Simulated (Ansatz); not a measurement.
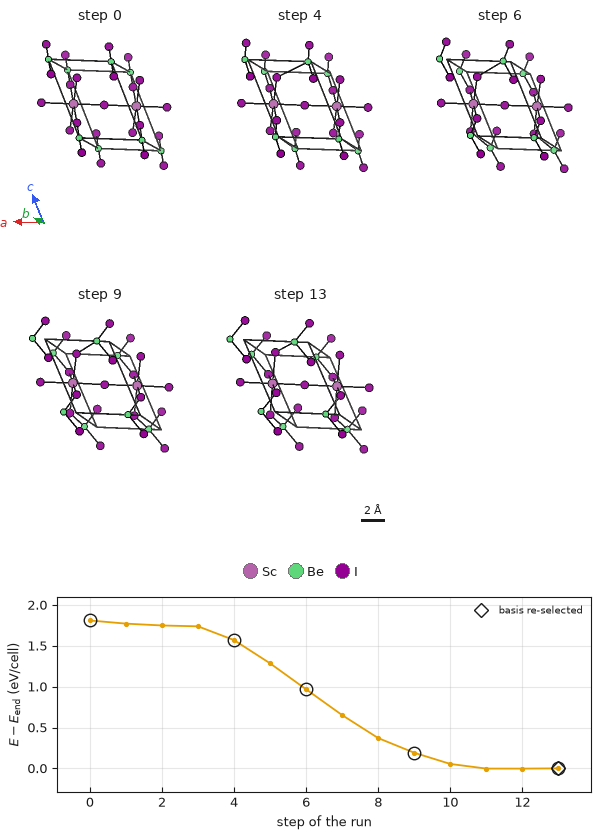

Frames of a relaxation of a crystal of ScBeI$_{5}$ (built on the AlCrF5-71 type type), marked on the history of the run. A ball-and-stick model of the cell of the calculation, reduced to other axes, seen from a free direction. Lengths and directions refer to the drawn axes.

Case: shaken.

These are results of DFT, PBEsol, plane waves, PAW (Ansatz), not measurements.

Input
```yaml
crystal:
  lattice:
    - [-2.8408231186, 4.6342520094, 5.3382171941]
    - [2.814153377, -4.6416872804, 5.3305373804]
    - [2.7589139903, 4.5922339204, -5.3448057108]
  atoms:
    - { symbol: Sc, position: [0.5023230094, 0.50429317, 0.0042751184] }
    - { symbol: Be, position: [-0.0055500914, -0.0051279804, -0.0026078918] }
    - { symbol: I, position: [0.7976121679, 0.4998251678, 0.3054478063] }
    - { symbol: I, position: [0.1982608914, 0.4931478688, 0.6949316549] }
    - { symbol: I, position: [0.2121048647, 0.2184493005, -0.0002089851] }
    - { symbol: I, position: [0.781252163, 0.7824120532, 0.0004388729] }
    - { symbol: I, position: [0.4981682025, -0.0110876088, 0.4890448858] }
kpoints:
  mp_grid: { grid: [4, 4, 4] }
hamiltonian:
  xc: pbesol
scf:
  occupations: { method: fermi_dirac, width: 0.05 }
relax:
  f_tol: 0.01
  cell: {}
  max_steps: 120
```

Launched with:
```bash
ansatz run input.yaml --threads 4 --pin off --max-ram 4608MiB --backend cpu --events-out ev --progress --plain --runs-dir out
```

**Describe the path.**

The largest move relative to the cell is that of Be2, 1.23 Å along +a. Largest moves by element: Be 1.23 Å, I 0.90 Å, Sc 0.19 Å. The drawn cell changes as follows: a 5.573 → 5.732 Å (+2.9 %), b 7.539 → 6.964 Å (−7.6 %), c 7.568 → 6.965 Å (−8.0 %), α 89.9° → 80.3°, β 68.8° → 65.7°, γ 69.2° → 65.7°; the volume changes by −15.8 %. Among the contacts that change: Be2–I4 3.396 → 2.412 Å, Be2–I3 3.276 → 2.412 Å, Sc1–I5 3.049 → 2.866 Å, Sc1–I7 2.714 → 2.866 Å. New bonds form, among them: Be2–I3 (3.28 → 2.41 Å), Be2–I4 (3.40 → 2.41 Å). Among the angles between lasting bonds that change: I5–Be2–I6 179.2° → 108.6°, Sc1–I6–Be2 180.0° → 126.3°, Sc1–I5–Be2 178.7° → 126.3°. The space group (tolerance 0.01 Å) goes from P1 (No. 1) to I-4 (No. 82). The energy falls by 1.810 eV per cell of the calculation in 12 accepted moves (13 points after the start). Largest force component: 0.56 eV/Å at the start, 0.0013 eV/Å at the end. The pressure goes from −0.56 to 0.00 GPa. At 1 point the geometry stayed and the basis and grid were re-selected for the new cell (energy shift of 3.3 meV per cell of the calculation at most each time). The run took 3 min on 4 threads of Arm Neoverse V1 (shared host), peak memory 0.93 GiB. From step 0 to 4: I6 moves most (0.29 Å), volume −1.0 %, energy −0.240 eV per cell of the calculation. From step 4 to 6: Be2 moves most (0.40 Å), volume −1.0 %, energy −0.602 eV per cell of the calculation. From step 6 to 9: Be2 moves most (0.45 Å), volume −7.6 %, energy −0.776 eV per cell of the calculation. From step 9 to 13: I4 moves most (0.32 Å), volume −7.0 %, energy −0.191 eV per cell of the calculation.
